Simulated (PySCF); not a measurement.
ClF2H4NSi2 (SMILES F[Si](F)(Cl)N[SiH3])

```yaml
atoms:
  - { symbol: Si, position_ang: [-1.1203, 0.1594, 1.1216] }
  - { symbol: N, position_ang: [0.0450, 0.6601, 0.0016] }
  - { symbol: Si, position_ang: [1.0650, -0.3575, -1.0060] }
  - { symbol: F, position_ang: [-2.5905, -0.0040, 0.4962] }
  - { symbol: F, position_ang: [-0.7328, -1.3012, 1.6642] }
  - { symbol: Cl, position_ang: [-1.2690, 1.4707, 2.6693] }
  - { symbol: H, position_ang: [0.2211, 1.6605, -0.0361] }
  - { symbol: H, position_ang: [2.4105, -0.5783, -0.3973] }
  - { symbol: H, position_ang: [0.3742, -1.6654, -1.1698] }
  - { symbol: H, position_ang: [1.2462, 0.3113, -2.3272] }
```

Geometry: PBE0-D3(BJ)/def2-SVP.

The calculation used PBE0/pcSseg-2, SCF density, gas phase, non-relativistic in PySCF.

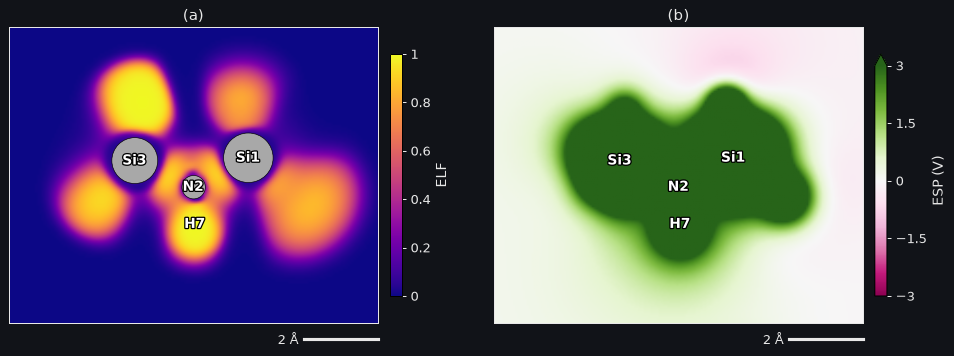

Figure 1. (a) ELF; (b) electrostatic potential on the plane of atoms Si1, N2 and Si3. Grey discs cover the atomic cores in the ELF map.

**Read the bonding off the picture.**

Atoms in the plane: Si, N and H. Si–N (1.69 Å): the ELF peaks at about 0.90 between the atoms, as expected for a shared but strongly polarised pair. N–H (1.02 Å): the ELF climbs to about 1 towards the hydrogen, as it does in any bond to H; a covalent bond by its length. Si–N (1.76 Å): the ELF peaks at about 0.90 between the atoms; a polar covalent bond. The ELF also peaks beside Cl6 and F5, away from the bonds: lone-pair regions. Outside the dense part of the molecule the potential is most negative (−0.7 V) near F5, which lies off the plane.

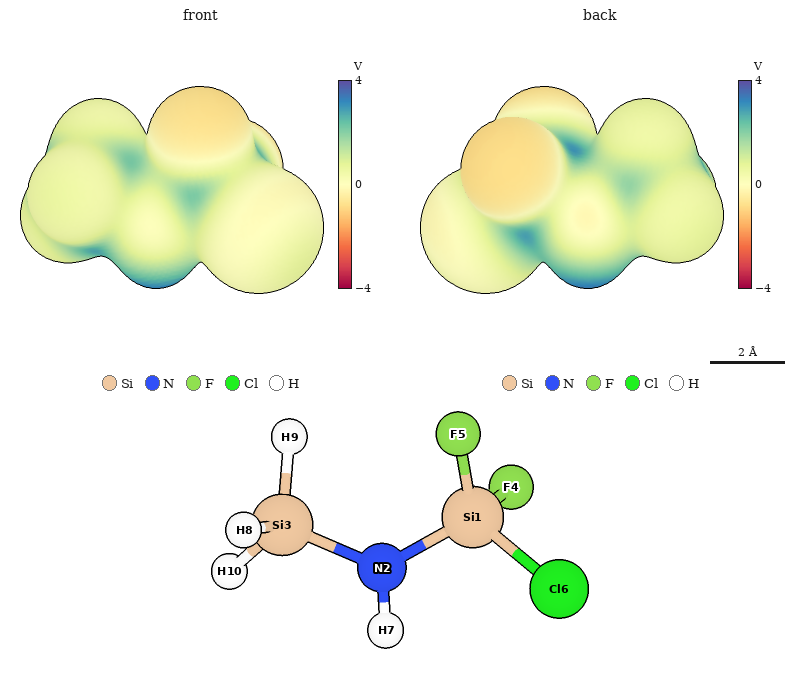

Figure 2. The molecular electrostatic potential painted on the density surface at 0.004 e/bohr³, seen from the front and from behind; red is negative and blue positive. The bare structure is drawn below in the same view.

**Describe the electrostatic potential map.**

The most negative region (about −0.8 V) lies over F4, the most positive (about +3.3 V) over H7. Cl6 shows a σ-hole: about +0.7 V at the tip opposite its bond, against about +0.1 V on its flanks.

**How polar is the molecule by this calculation?**

Its dipole moment is 2.59 D.
